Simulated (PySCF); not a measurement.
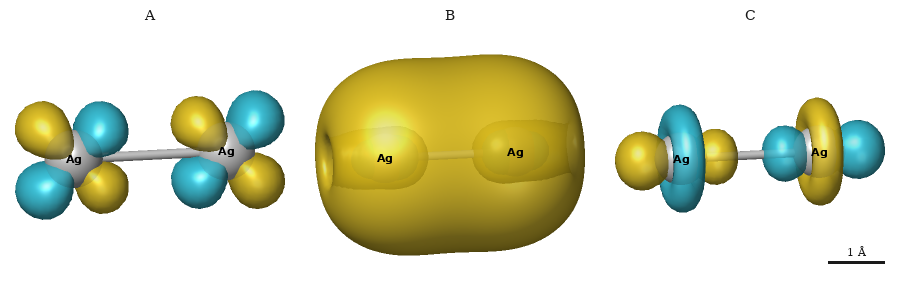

Figure. Ag$_{2}$. Three frontier orbitals, each drawn at the value that holds 80 % of its norm (yellow and cyan are the two phases), in no order; of a degenerate pair one member is drawn.

Core potentials replace the inner electrons of Ag.

Level of theory: PBE0/cc-pVDZ(-PP), non-relativistic Hamiltonian with scalar-relativistic core potentials where named, at a bond length of 2.579 Å (PySCF).

Q: Name the orbitals and rank them from lowest to highest energy.

A: Orbital A: πg, occupied, −8.38 eV; antibonding, with a node between the atoms.
Orbital C: σu, occupied, −8.19 eV; antibonding, with a node between the atoms.
Orbital B: σg, occupied, −5.64 eV; with no node between the nuclei.
